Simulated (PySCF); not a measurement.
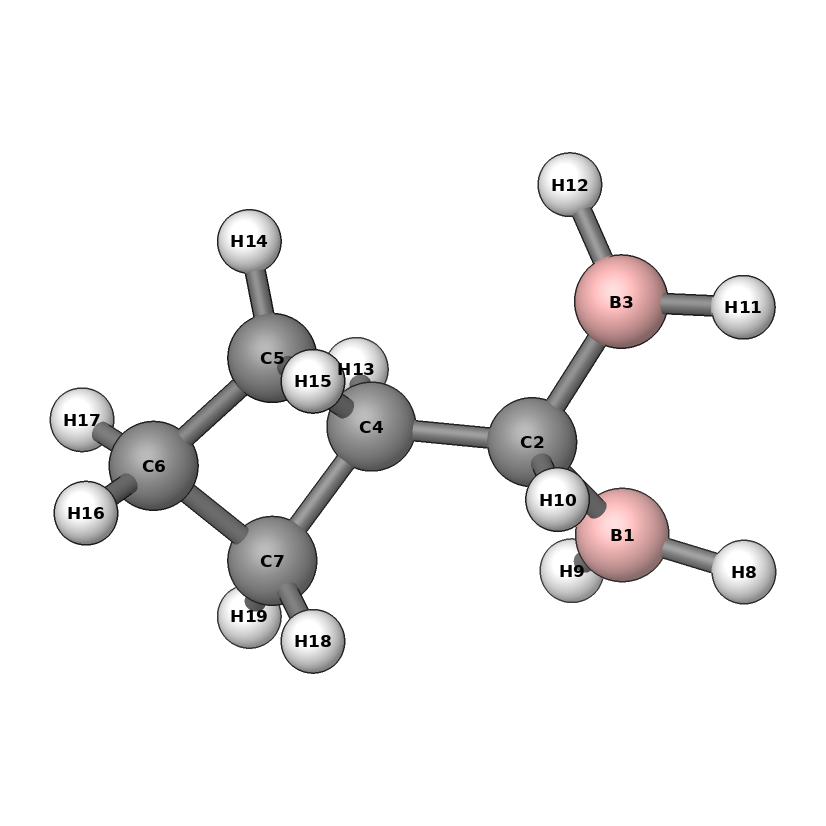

Computed geometry: PBE0-D3(BJ)/def2-SVP optimisation. No frequency run is at hand to confirm it as a minimum. Electric field gradients from the ground-state density, PBE0/pcSseg-1 (PySCF 2.14.0), non-relativistic apart from any core potentials.

Give the largest field-gradient component, the quadrupole coupling constant and the asymmetry for 11B at B1 (Q = 40.59 mb), 2H at H8 (Q = 2.86 mb), 2H at H9 (Q = 2.86 mb).

| atom | V_zz (a.u.) | e²qQ/h (MHz) | η |
| --- | --- | --- | --- |
| B1 | 0.596 | 5.68 | 0.05 |
| H8 | 0.199 | 0.134 | 0.12 |
| H9 | 0.198 | 0.133 | 0.13 |
